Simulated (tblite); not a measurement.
# C5H11Si2: geometry relaxation (part 2 of 2)

The same run, continued: C5H11Si2, multiplicity 2; GFN2-xTB geometry optimisation, gas phase (tblite 0.8.0). It belongs to a series of runs on one base structure; here: H removed from Si.

Geometry of the input (Å):
```
C  -1.9451  1.3867  -0.6641
C  -1.4954  0.1780  -0.3368
C  -2.3160  -0.8031  0.4660
Si 0.2065  -0.4051  -0.8251
C  1.1830  -1.1370  0.6723
Si 2.6880  -0.2822  -0.1136
C  1.5023  1.0034  -0.8530
H  -2.9425  1.7195  -0.3657
H  -1.3615  2.1018  -1.2322
H  -3.3225  -0.3937  0.6893
H  -1.8542  -1.0380  1.4199
H  -2.4792  -1.7342  -0.0926
H  0.8804  -0.7226  1.6411
H  1.2318  -2.2256  0.6937
H  3.3463  -1.1083  -1.1481
H  3.6413  0.2795  0.8916
H  1.7618  1.3635  -1.8426
H  1.2664  1.8238  -0.1785
```

Trajectory as extended XYZ, continued
```
18
Properties=species:S:1:pos:R:3:forces:R:3 step=39 energy=-534.31915
C    -2.1089    1.4182   -0.6287    0.0220   0.0020  -0.0010
C    -1.5980    0.2564   -0.2155    0.0250   0.0040  -0.0190
C    -2.4440   -0.7480    0.5104   -0.0080   0.0130  -0.0010
Si    0.1319   -0.2942   -0.6776    0.0380   0.0040  -0.0130
C     1.2773   -1.2308    0.5723   -0.0170  -0.0090  -0.0020
Si    2.8034   -0.2320   -0.0198    0.0230   0.0310   0.0250
C     1.6001    0.9369   -0.9470   -0.0370  -0.0050  -0.0210
H    -3.1330    1.7001   -0.4355    0.0270  -0.0110   0.0200
H    -1.5109    2.1371   -1.1620   -0.0060   0.0240  -0.0120
H    -3.4283   -0.3412    0.7324   -0.0100   0.0030   0.0120
H    -1.9658   -1.0405    1.4440   -0.0100  -0.0250  -0.0010
H    -2.5676   -1.6434   -0.0976    0.0040  -0.0100   0.0320
H     1.0176   -1.0329    1.6119   -0.0230  -0.0130  -0.0110
H     1.3476   -2.3099    0.4704   -0.0250  -0.0050  -0.0100
H     3.6364   -1.0055   -0.9435    0.0150   0.0170   0.0260
H     3.6270    0.3782    1.0259    0.0060  -0.0060  -0.0030
H     1.8617    1.1677   -1.9757   -0.0170   0.0040  -0.0010
H     1.4447    1.8899   -0.4424   -0.0070  -0.0170  -0.0180
18
Properties=species:S:1:pos:R:3:forces:R:3 step=42 energy=-534.32075
C    -2.1043    1.4221   -0.6265    0.0100   0.0220  -0.0050
C    -1.5950    0.2600   -0.2120   -0.0290  -0.0090  -0.0120
C    -2.4415   -0.7455    0.5133    0.0100   0.0040   0.0150
Si    0.1304   -0.2955   -0.6761   -0.0240  -0.0100  -0.0620
C     1.2705   -1.2373    0.5676    0.0930   0.0000   0.0200
Si    2.7984   -0.2257   -0.0125   -0.0090   0.0020  -0.0170
C     1.5924    0.9339   -0.9558    0.0700  -0.0070   0.0200
H    -3.1276    1.7075   -0.4359    0.0100  -0.0240   0.0340
H    -1.5071    2.1420   -1.1594    0.0120   0.0120  -0.0120
H    -3.4263   -0.3423    0.7409    0.0040   0.0070  -0.0090
H    -1.9600   -1.0401    1.4450   -0.0120  -0.0150   0.0030
H    -2.5625   -1.6420   -0.0942   -0.0100   0.0080   0.0250
H     1.0102   -1.0583    1.6100   -0.0300   0.0150  -0.0050
H     1.3495   -2.3145    0.4540   -0.0260  -0.0130  -0.0310
H     3.6519   -0.9935   -0.9258   -0.0190   0.0320   0.0440
H     3.6140    0.3879    1.0374   -0.0090   0.0020   0.0030
H     1.8589    1.1543   -1.9857   -0.0230  -0.0090   0.0000
H     1.4395    1.8932   -0.4626   -0.0190  -0.0170  -0.0110
18
Properties=species:S:1:pos:R:3:forces:R:3 step=45 energy=-534.32293
C    -2.0958    1.4309   -0.6230   -0.0080  -0.0100   0.0070
C    -1.5929    0.2654   -0.2095   -0.0010  -0.0160  -0.0070
C    -2.4362   -0.7410    0.5199    0.0020  -0.0050   0.0060
Si    0.1273   -0.3000   -0.6819   -0.0080  -0.0340  -0.0070
C     1.2705   -1.2478    0.5620   -0.0070   0.0100  -0.0320
Si    2.7906   -0.2150   -0.0016   -0.0060  -0.0180   0.0120
C     1.5883    0.9280   -0.9671    0.0290  -0.0100   0.0080
H    -3.1182    1.7174   -0.4323   -0.0110  -0.0060   0.0450
H    -1.4986    2.1514   -1.1567    0.0110  -0.0250   0.0000
H    -3.4222   -0.3446    0.7539    0.0080   0.0320  -0.0180
H    -1.9517   -1.0414    1.4480    0.0060   0.0220   0.0150
H    -2.5561   -1.6386   -0.0854   -0.0220   0.0040  -0.0110
H     0.9955   -1.0952    1.6057    0.0020   0.0280  -0.0350
H     1.3499   -2.3230    0.4228    0.0150   0.0180  -0.0150
H     3.6722   -0.9711   -0.8934    0.0010  -0.0010  -0.0010
H     3.5885    0.4047    1.0566   -0.0140   0.0270   0.0280
H     1.8516    1.1302   -2.0012    0.0170  -0.0110  -0.0070
H     1.4287    1.8959   -0.4951   -0.0130  -0.0050   0.0130
18
Properties=species:S:1:pos:R:3:forces:R:3 step=48 energy=-534.32471
C    -2.0893    1.4344   -0.6195   -0.0010  -0.0400   0.0190
C    -1.5914    0.2642   -0.2125    0.0310  -0.0100  -0.0060
C    -2.4307   -0.7400    0.5242   -0.0210   0.0120  -0.0180
Si    0.1246   -0.3120   -0.6944    0.0380   0.0500  -0.0140
C     1.2685   -1.2523    0.5535   -0.0660  -0.0080  -0.0250
Si    2.7848   -0.2105    0.0080    0.0470   0.0390   0.0210
C     1.5889    0.9229   -0.9720   -0.1050  -0.0100  -0.0300
H    -3.1095    1.7259   -0.4185    0.0310   0.0010   0.0270
H    -1.4874    2.1499   -1.1563   -0.0310  -0.0340   0.0140
H    -3.4159   -0.3424    0.7585    0.0030   0.0330   0.0010
H    -1.9422   -1.0370    1.4519   -0.0070   0.0200  -0.0080
H    -2.5549   -1.6374   -0.0807   -0.0100  -0.0050   0.0080
H     0.9816   -1.1051    1.5943    0.0060   0.0120  -0.0180
H     1.3516   -2.3253    0.4062    0.0330  -0.0100   0.0090
H     3.6780   -0.9585   -0.8757    0.0280  -0.0260  -0.0200
H     3.5718    0.4183    1.0714   -0.0400   0.0090   0.0110
H     1.8498    1.1185   -2.0088    0.0470  -0.0030   0.0310
H     1.4130    1.8928   -0.5080    0.0160  -0.0290  -0.0020
18
Properties=species:S:1:pos:R:3:forces:R:3 step=51 energy=-534.32919
C    -2.0762    1.4384   -0.6038    0.0150  -0.0150   0.0190
C    -1.5830    0.2614   -0.2134    0.0060  -0.0100   0.0280
C    -2.4228   -0.7306    0.5379   -0.0060   0.0120  -0.0240
Si    0.1189   -0.3289   -0.7204   -0.0160   0.0490  -0.0710
C     1.2582   -1.2701    0.5195    0.0570  -0.0410   0.0410
Si    2.7752   -0.1904    0.0389   -0.0160   0.0270  -0.0800
C     1.5796    0.9026   -0.9961   -0.0260   0.0320  -0.0310
H    -3.0880    1.7399   -0.3744    0.0560   0.0140  -0.0050
H    -1.4727    2.1466   -1.1481   -0.0610  -0.0060   0.0050
H    -3.4019   -0.3181    0.7734    0.0090   0.0020   0.0270
H    -1.9266   -1.0225    1.4645   -0.0490   0.0090  -0.0500
H    -2.5599   -1.6281   -0.0645   -0.0110  -0.0170   0.0480
H     0.9513   -1.1607    1.5590    0.0010  -0.0280  -0.0100
H     1.3677   -2.3350    0.3337    0.0320  -0.0130   0.0600
H     3.7272   -0.9161   -0.8088   -0.0160   0.0130   0.0350
H     3.5026    0.4700    1.1291   -0.0810  -0.0240  -0.0290
H     1.8558    1.0615   -2.0359    0.0670   0.0290   0.0580
H     1.3860    1.8864   -0.5689    0.0370  -0.0320  -0.0220
18
Properties=species:S:1:pos:R:3:forces:R:3 step=53 energy=-534.33186
C    -2.0709    1.4377   -0.5965    0.0130   0.0250   0.0020
C    -1.5792    0.2593   -0.2123   -0.0060  -0.0010   0.0170
C    -2.4213   -0.7260    0.5411   -0.0050  -0.0130   0.0060
Si    0.1170   -0.3299   -0.7318   -0.0200  -0.0830  -0.0270
C     1.2576   -1.2772    0.5079    0.0510  -0.0050  -0.0010
Si    2.7711   -0.1815    0.0446   -0.0740  -0.0280  -0.0540
C     1.5736    0.8956   -1.0058    0.0900   0.0320  -0.0040
H    -3.0771    1.7447   -0.3591   -0.0130   0.0160   0.0140
H    -1.4726    2.1448   -1.1442   -0.0070   0.0350  -0.0280
H    -3.3967   -0.3079    0.7801   -0.0090   0.0020   0.0180
H    -1.9246   -1.0166    1.4663   -0.0240  -0.0100  -0.0010
H    -2.5628   -1.6252   -0.0559   -0.0230  -0.0340   0.0250
H     0.9423   -1.1828    1.5460    0.0060  -0.0240  -0.0060
H     1.3774   -2.3390    0.3105    0.0260  -0.0120   0.0570
H     3.7445   -0.9013   -0.7838   -0.0190   0.0260   0.0340
H     3.4683    0.4876    1.1480   -0.0650  -0.0130  -0.0280
H     1.8641    1.0414   -2.0411    0.0610   0.0470  -0.0280
H     1.3805    1.8827   -0.5923    0.0160   0.0410   0.0050
18
Properties=species:S:1:pos:R:3:forces:R:3 step=56 energy=-534.33932
C    -2.0395    1.4455   -0.5694    0.0020   0.0320  -0.0230
C    -1.5638    0.2520   -0.2150   -0.0160   0.0200  -0.0850
C    -2.4069   -0.7156    0.5556   -0.0170  -0.0240   0.0530
Si    0.1087   -0.3679   -0.7930    0.0520  -0.0540   0.0940
C     1.2536   -1.3074    0.4649   -0.1360  -0.0160  -0.0450
Si    2.7355   -0.1520    0.0667    0.0140  -0.0460   0.1150
C     1.5622    0.8767   -1.0441   -0.0050   0.0010  -0.0360
H    -3.0271    1.7826   -0.2952   -0.0130  -0.0310   0.0300
H    -1.4505    2.1417   -1.1387    0.0530   0.0560  -0.0330
H    -3.3707   -0.2827    0.8119   -0.0460   0.0080  -0.0210
H    -1.9013   -0.9950    1.4756    0.0460  -0.0620   0.1060
H    -2.5675   -1.6256   -0.0194   -0.0230  -0.0040  -0.0130
H     0.8941   -1.2591    1.4932    0.0490   0.0170  -0.0410
H     1.4122   -2.3602    0.2454    0.0450   0.0050   0.0280
H     3.7869   -0.8391   -0.6873    0.0040   0.0230   0.0050
H     3.3288    0.5509    1.2120   -0.0580  -0.0300  -0.0660
H     1.8971    0.9878   -2.0697    0.0280   0.0740  -0.0570
H     1.3395    1.8737   -0.6717    0.0210   0.0310  -0.0100
18
Properties=species:S:1:pos:R:3:forces:R:3 step=59 energy=-534.34503
C    -2.0061    1.4543   -0.5484    0.0050  -0.0120  -0.0410
C    -1.5493    0.2438   -0.2256   -0.0280  -0.0110  -0.0010
C    -2.3919   -0.7080    0.5736    0.0300   0.0240   0.0170
Si    0.1057   -0.4044   -0.8368   -0.0390   0.1080  -0.0200
C     1.2391   -1.3364    0.4233   -0.0110  -0.0540   0.0420
Si    2.6992   -0.1314    0.0938    0.0100  -0.0120   0.0150
C     1.5535    0.8601   -1.0823   -0.0290  -0.0040  -0.0240
H    -2.9777    1.8075   -0.2331    0.0360  -0.0310  -0.0040
H    -1.4244    2.1442   -1.1367    0.0150  -0.0030   0.0210
H    -3.3473   -0.2552    0.8353    0.0120  -0.0490  -0.0140
H    -1.8748   -0.9822    1.4926   -0.0050  -0.0150   0.0100
H    -2.5714   -1.6256    0.0130   -0.0150   0.0570   0.0160
H     0.8576   -1.3288    1.4434    0.0150   0.0540   0.0030
H     1.4415   -2.3790    0.1923    0.0350   0.0010  -0.0340
H     3.8180   -0.7789   -0.5997   -0.0220   0.0360   0.0390
H     3.1876    0.6064    1.2641   -0.0240  -0.0360  -0.0400
H     1.9231    0.9519   -2.1013   -0.0170   0.0220   0.0360
H     1.3088    1.8680   -0.7458    0.0310  -0.0750  -0.0200
18
Properties=species:S:1:pos:R:3:forces:R:3 step=62 energy=-534.34701
C    -2.0009    1.4563   -0.5474   -0.0110  -0.0120  -0.0130
C    -1.5493    0.2435   -0.2269    0.0190   0.0190   0.0410
C    -2.3875   -0.7041    0.5802   -0.0020  -0.0030  -0.0060
Si    0.1026   -0.4017   -0.8420   -0.0110  -0.0200  -0.0110
C     1.2367   -1.3450    0.4159    0.0080   0.0210  -0.0120
Si    2.6913   -0.1295    0.0997   -0.0320  -0.0110  -0.0200
C     1.5512    0.8541   -1.0906    0.0210  -0.0120   0.0040
H    -2.9686    1.8101   -0.2246    0.0030  -0.0010  -0.0070
H    -1.4180    2.1470   -1.1334    0.0090  -0.0130   0.0070
H    -3.3437   -0.2544    0.8404   -0.0020  -0.0050   0.0190
H    -1.8699   -0.9820    1.4984   -0.0030   0.0120  -0.0140
H    -2.5733   -1.6193    0.0200    0.0000  -0.0020  -0.0050
H     0.8546   -1.3435    1.4356    0.0120   0.0130  -0.0080
H     1.4536   -2.3822    0.1727   -0.0110   0.0100  -0.0080
H     3.8263   -0.7632   -0.5776   -0.0090   0.0270   0.0310
H     3.1500    0.6167    1.2731    0.0030  -0.0120   0.0000
H     1.9281    0.9397   -2.1060   -0.0080   0.0020  -0.0140
H     1.3080    1.8640   -0.7658    0.0150  -0.0120   0.0170
18
Properties=species:S:1:pos:R:3:forces:R:3 step=65 energy=-534.34791
C    -1.9853    1.4582   -0.5406    0.0080   0.0070   0.0130
C    -1.5409    0.2417   -0.2263    0.0060  -0.0050   0.0060
C    -2.3781   -0.6997    0.5884   -0.0120   0.0000   0.0050
Si    0.0975   -0.4164   -0.8665    0.0100  -0.0140   0.0060
C     1.2302   -1.3575    0.3963   -0.0140   0.0050  -0.0040
Si    2.6699   -0.1202    0.1109    0.0200   0.0210   0.0100
C     1.5464    0.8429   -1.1087   -0.0190   0.0080  -0.0120
H    -2.9416    1.8234   -0.1985   -0.0170   0.0010  -0.0160
H    -1.4014    2.1450   -1.1299    0.0050  -0.0100  -0.0020
H    -3.3311   -0.2472    0.8551   -0.0070   0.0150   0.0150
H    -1.8555   -0.9742    1.5040    0.0090  -0.0040   0.0040
H    -2.5731   -1.6165    0.0348    0.0140  -0.0080  -0.0160
H     0.8362   -1.3719    1.4117    0.0140   0.0050  -0.0210
H     1.4663   -2.3888    0.1444   -0.0190   0.0220  -0.0040
H     3.8384   -0.7286   -0.5291    0.0010   0.0100   0.0170
H     3.0840    0.6382    1.2949   -0.0100  -0.0220  -0.0170
H     1.9362    0.9227   -2.1200   -0.0010  -0.0200  -0.0060
H     1.2932    1.8550   -0.7990    0.0120  -0.0090   0.0240
18
Properties=species:S:1:pos:R:3:forces:R:3 step=67 energy=-534.34847
C    -1.9820    1.4599   -0.5375    0.0160   0.0100   0.0290
C    -1.5377    0.2443   -0.2202   -0.0190  -0.0180  -0.0190
C    -2.3765   -0.6964    0.5936   -0.0030  -0.0040   0.0090
Si    0.0944   -0.4193   -0.8700   -0.0030   0.0020  -0.0030
C     1.2287   -1.3624    0.3866    0.0080  -0.0180   0.0090
Si    2.6628   -0.1150    0.1164    0.0300   0.0140   0.0020
C     1.5452    0.8364   -1.1179   -0.0080   0.0220  -0.0190
H    -2.9369    1.8268   -0.1944   -0.0250   0.0070  -0.0150
H    -1.3959    2.1450   -1.1259    0.0050   0.0030  -0.0150
H    -3.3287   -0.2434    0.8644    0.0120   0.0070   0.0010
H    -1.8508   -0.9718    1.5070    0.0010  -0.0150   0.0110
H    -2.5723   -1.6124    0.0379    0.0080   0.0060  -0.0010
H     0.8350   -1.3909    1.4016    0.0080   0.0010  -0.0180
H     1.4705   -2.3894    0.1221   -0.0140   0.0260   0.0050
H     3.8500   -0.7095   -0.5016   -0.0030   0.0030   0.0100
H     3.0538    0.6472    1.3060   -0.0180  -0.0190  -0.0180
H     1.9371    0.9054   -2.1300   -0.0020  -0.0160   0.0230
H     1.2945    1.8517   -0.8165    0.0070  -0.0110   0.0090
18
Properties=species:S:1:pos:R:3:forces:R:3 step=70 energy=-534.34894
C    -1.9822    1.4631   -0.5327   -0.0040   0.0050   0.0020
C    -1.5389    0.2468   -0.2156   -0.0050   0.0050  -0.0010
C    -2.3777   -0.6937    0.5988    0.0090  -0.0040  -0.0030
Si    0.0924   -0.4174   -0.8671   -0.0100   0.0040  -0.0030
C     1.2318   -1.3663    0.3801    0.0050   0.0070  -0.0020
Si    2.6616   -0.1116    0.1185    0.0020  -0.0010   0.0030
C     1.5466    0.8326   -1.1241    0.0050  -0.0020   0.0120
H    -2.9417    1.8278   -0.1978    0.0040   0.0040  -0.0060
H    -1.3958    2.1473   -1.1226   -0.0030  -0.0050  -0.0020
H    -3.3291   -0.2400    0.8714    0.0150   0.0040  -0.0010
H    -1.8512   -0.9727    1.5111   -0.0040  -0.0080  -0.0020
H    -2.5734   -1.6071    0.0391   -0.0050  -0.0050   0.0090
H     0.8415   -1.4082    1.3953    0.0020   0.0000  -0.0050
H     1.4760   -2.3883    0.1020   -0.0040  -0.0020   0.0030
H     3.8617   -0.6969   -0.4817    0.0020   0.0010   0.0030
H     3.0265    0.6533    1.3135   -0.0040  -0.0060  -0.0050
H     1.9402    0.8861   -2.1357   -0.0040   0.0040   0.0060
H     1.3030    1.8515   -0.8307   -0.0010   0.0000  -0.0080
18
Properties=species:S:1:pos:R:3:forces:R:3 step=73 energy=-534.34902
C    -1.9771    1.4645   -0.5295   -0.0040  -0.0020  -0.0050
C    -1.5370    0.2461   -0.2164    0.0040   0.0010   0.0020
C    -2.3741   -0.6928    0.6014    0.0010  -0.0010   0.0000
Si    0.0906   -0.4214   -0.8742    0.0040   0.0030   0.0020
C     1.2303   -1.3694    0.3740   -0.0040  -0.0020  -0.0040
Si    2.6559   -0.1086    0.1215   -0.0010  -0.0020   0.0030
C     1.5449    0.8294   -1.1286   -0.0020   0.0020   0.0020
H    -2.9338    1.8326   -0.1911   -0.0020   0.0060   0.0000
H    -1.3909    2.1464   -1.1221   -0.0010  -0.0010  -0.0020
H    -3.3237   -0.2370    0.8759    0.0030   0.0050   0.0020
H    -1.8467   -0.9717    1.5131    0.0040  -0.0050  -0.0020
H    -2.5731   -1.6068    0.0441   -0.0040  -0.0060   0.0020
H     0.8362   -1.4173    1.3874    0.0020   0.0050   0.0000
H     1.4791   -2.3896    0.0938   -0.0020  -0.0030  -0.0020
H     3.8654   -0.6864   -0.4666    0.0010  -0.0010   0.0010
H     3.0043    0.6589    1.3191    0.0010  -0.0010   0.0020
H     1.9424    0.8803   -2.1388    0.0000  -0.0020   0.0000
H     1.2984    1.8492   -0.8413   -0.0010   0.0050  -0.0010
```

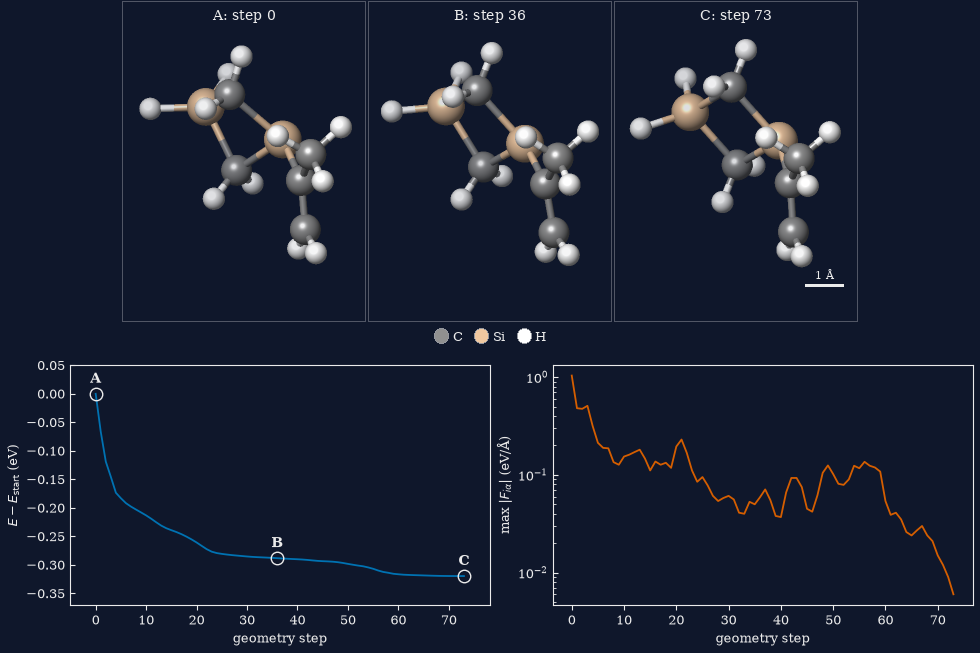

Frames of the relaxation (ball-and-stick view, seen at a tilt) above the curves, on which the letters mark them (steps are counted from 0).

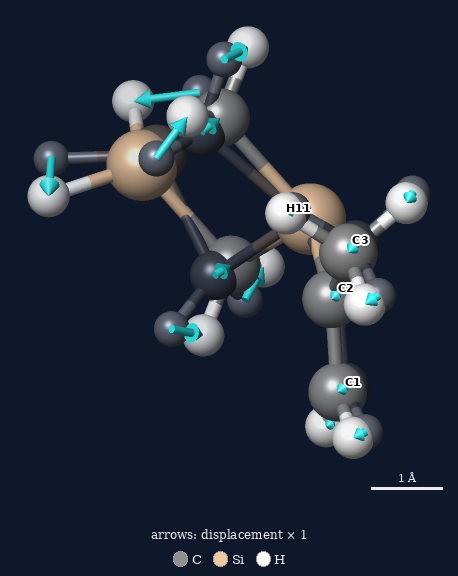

Start (faint) and end (solid) with the displacements as teal arrows, at true length (ball-and-stick view, seen at a tilt). The two geometries are laid on each other by the best rigid fit. Over 73 geometry steps the energy falls by 0.320 eV. The largest force component goes from 1 to 0.006 eV/Å. The atom that moves furthest after the best rigid fit is H15 (0.95 Å). Largest moves by element: H 0.95 Å, C 0.38 Å, Si 0.29 Å. Distances before and after: Si6–H16 1.495 → 1.464 Å, Si4–C7 1.914 → 1.935 Å, C3–H10 1.109 → 1.089 Å, C5–Si6 1.901 → 1.920 Å. Among the angles that change: Si4–C5–Si6 84.8° → 91.8°, H13–C5–H14 111.9° → 106.4°, C2–Si4–C5 112.1° → 117.3°. (Atoms are counted from 1 in the order of the input.)

Summary

```tsv
quantity	value
outcome	converged
total energy	−534.3490 eV
hardware	1 CPU thread, shared host
wall time	0.51 s
peak memory	0.18 GiB
```
